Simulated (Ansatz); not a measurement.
**Fields on a plane of HfO2 (fluorite)**

```
HfO2
1.0
    0.00000     2.52945     2.52945
    2.52945     0.00000     2.52945
    2.52945     2.52945     0.00000
Hf O
1 2
Direct
  0.00000   0.00000   0.00000
  0.25000   0.25000   0.25000
  0.75000   0.75000   0.75000
```

The slice is a {110} plane (indices of the conventional cell) through the point (0.000, 0.000, 0.000) (fractional), spanned by u = [100] and v = [1 -1 -1] in vectors of this cell: u (3.58 Å) and v (5.06 Å, at 90° to u). It covers one period; positions are fractions (u, v).

Atoms on it: Hf at (0.00, 0.00); O at (0.50, 0.75); O at (0.50, 0.25).

Method: r2SCAN (plane waves to 500 eV, PAW, scalar-relativistic; Ansatz, a quantum-chemistry and plane-wave program). k mesh 11×11×11. These are valence fields of a PAW run, semicore shells included where kept as valence: close to a nucleus they are smooth pseudo fields. HfO2 is run without spin polarisation. HfO2 was relaxed with its symmetry unable to fall. Spin-orbit coupling is left out, though Hf is heavy. The PAW data are Ansatz's earlier set. This is a high-temperature form of HfO2.

```
|                 |
|      ..::..     |
|    ..-=++=-..   |
|    .-+%@@%+-.   |
|    .=%@**@%=.   |
|    .=%%..%%=.   |
|    .-#@**@#-.   |
|     :+%@@%+:    |
|     .:=++=:.    |
|      ..::..     |
|                 |
|                 |
|                 |
|      ..::..     |
|     .:=++=:.    |
|     :+%@@%+:    |
|    .-#@**@#-.   |
|    .=%%..%%=.   |
|    .=%@**@%=.   |
|    .-+%@@%+-.   |
|    ..-=++=-..   |
|      ..::..     |
|                 |
|                 |
```
Scale: ten equal steps from 0.000 (start of ' ') to 0.329 (end of '@'), in the order ' .:-=+*#%@'. Values: density of the highest valence band (whole band, smooth part) in e/Å³. The map has 17 points along u (one character each, u = 0 at the left) and 24 along v (v = 0 in the bottom row). 

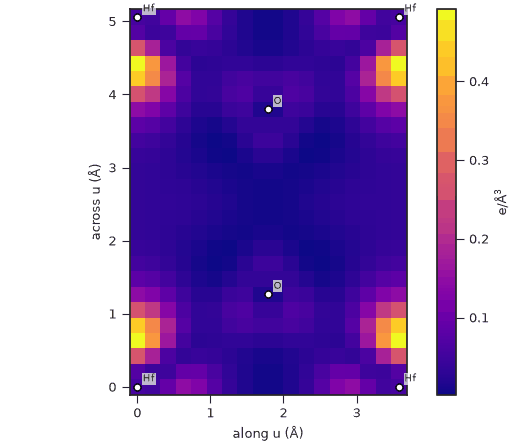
Figure: Density of the lowest conduction band (whole band as if filled, smooth part) in e/Å³, one period of the plane, atoms marked. 

The density on the Hf–O line (2.19 Å) at its density minimum, 1.1 Å from Hf is 0.54 e/Å³ and the ELF at that point comes out as 0.2. Element round which the density of the highest valence band (whole band, smooth part) is largest on this plane: O. Element round which the density of the lowest conduction band (whole band as if filled, smooth part) is largest on this plane: Hf.
